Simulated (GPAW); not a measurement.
# Surface energy and work function of Sc(0001) from slabs of 3 to 12 layers (PBE)

How do energy and work function of Sc(0001) films settle with thickness, and what surface energy follows?

**Method.** GPAW 26.7.0, plane waves at 450 eV with PAW setups; symmetric 1×1 slabs cut at the tabulated lattice constant (two decimals; low-temperature values for the alkali metals), atoms at bulk places, 7.5 Å of vacuum on each side, one in-plane mesh for all thicknesses, Fermi-Dirac smearing of 0.1 eV. Energies are extrapolated to zero smearing and count from the program's reference atoms. Functional PBE. The cell's area is 9.488 Å².

The runs, one held back:

```tsv
layers	energy (eV)	work function (eV)
3	−12.4724	3.64
4	−17.1289	3.65
5	−21.7903	3.65
6	−26.4550	3.65
7	−31.1190	3.65
8	−35.7829	3.65
9	−40.4470	3.66
10	−45.1104	3.65
11	−49.7742	3.65
12	?	?
```

Q: What surface energy do these runs give, and what energy and work function should the 12-layer slab have?

**Working.** A slab of n layers has E(n) = nε + 2Aγ once its middle is bulk-like. A line through n = 6 to 11 has the slope ε = −4.6638 eV a layer and the intercept 2Aγ = 1.5279 eV (r.m.s. residual 0.2 meV). So γ = 1.5279 / (2 × 9.488 Å²) = 0.0805 eV/Å² = 1.29 J/m², with a standard error of under 0.01 J/m² from the scatter about the line. For 12 layers: 1.5279 + 12 × (−4.6638) = −54.438 eV; the run gives −54.438 eV, 0.4 meV over the line. The work function has no such law: from 6 to 11 layers it moves between 3.65 and 3.66 eV (mean 3.65), and the 12-layer slab gives 3.65 eV. The thinnest slab, 3 layers, lies −0.01 eV from that mean.

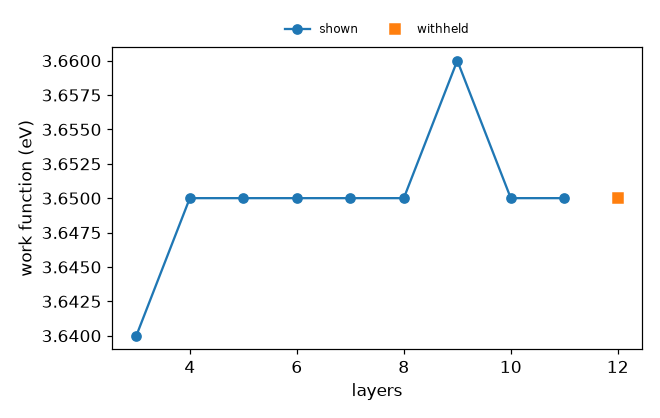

Work function against thickness.

**Limits.** The surfaces are unrelaxed, so γ is an upper bound for this functional and lattice constant. The tabulated lattice constant isn't the functional's own, which strains the slab a little.

[Logs are printed without paths, hosts, clocks, repeated set-up lines and the standing remarks that a program may print on its own settings, such as how far it seeks lower states.]
